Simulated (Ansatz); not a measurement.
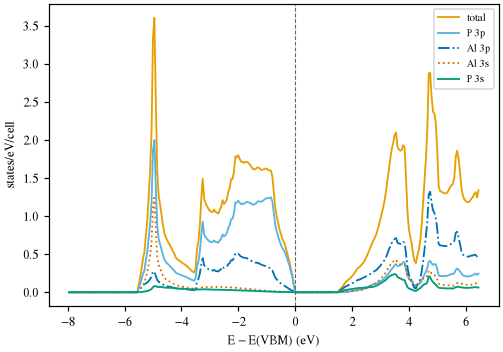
Figure: Total and projected density of states of AlP (zinc blende, F-43m), PBEsol (plane waves, PAW; program Ansatz)

Q: Which orbitals carry the states next to the gap?

A: Top 1 eV of the valence band: P 3p 80 %, Al 3p 17 %. Bottom 1 eV of the conduction band: Al 3p 52 %, P 3s 18 %, P 3p 8 %, Al 3s 7 %, outside the projected shells 15 %. Projections are on Löwdin-orthogonalised atomic valence shells; empty p or d shells of many metals are not among them.

Q: Where is the tallest occupied peak in this window, and what makes it?

A: Near -4.9 eV, about 3.6 states/eV per cell; the largest projected share is P 3p.

The PBEsol relaxation kept the symmetry of its start.

Potentials: the later of the program's two PAW sets.
